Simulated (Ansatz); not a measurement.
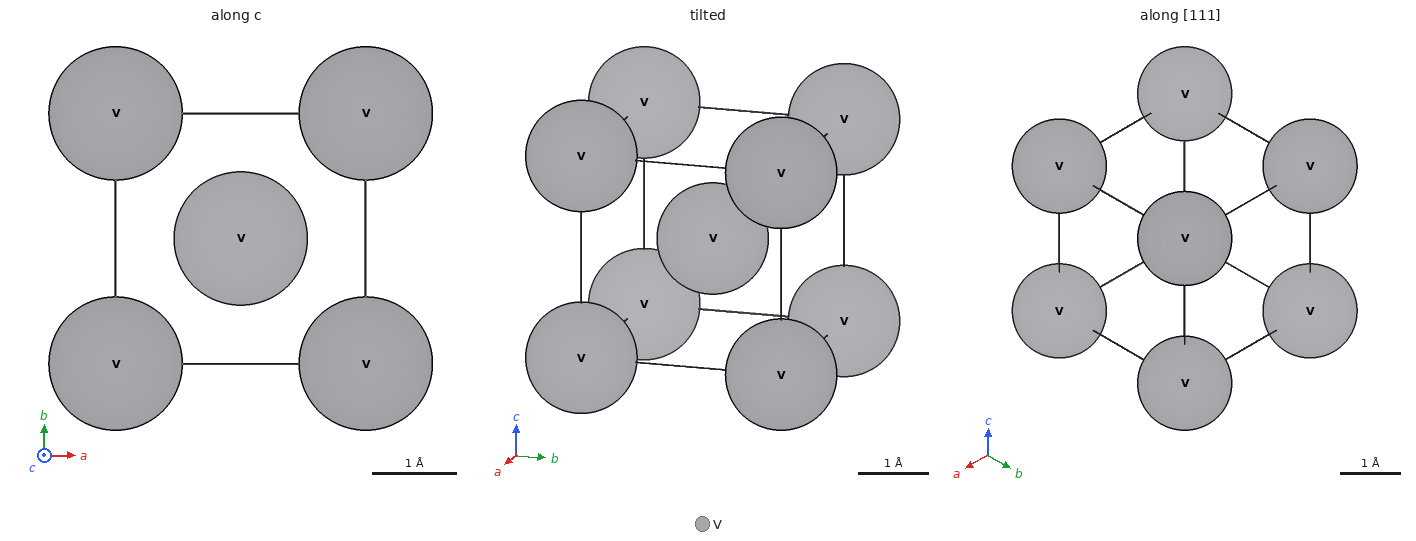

A spheres-only rendering, viewed along the c axis, slightly off an axis and along [111]. The conventional unit cell is drawn as a box.

Cell: a = 3.00 Å, b = 3.00 Å, c = 3.00 Å, α = 90.00°, β = 90.00°, γ = 90.00°.

### Determine the atoms per cell.

2 (vanadium), counting shared atoms by their share.

### Which Bravais lattice does it have?

Body-centred cubic.

### Which of the 230 space groups is it?

Im-3m (No. 229), with V on 2a.

Its origin is the standard structure of this element. Earlier steps of the study may have refined or changed the cell and positions. A calculation with Ansatz used it as input.
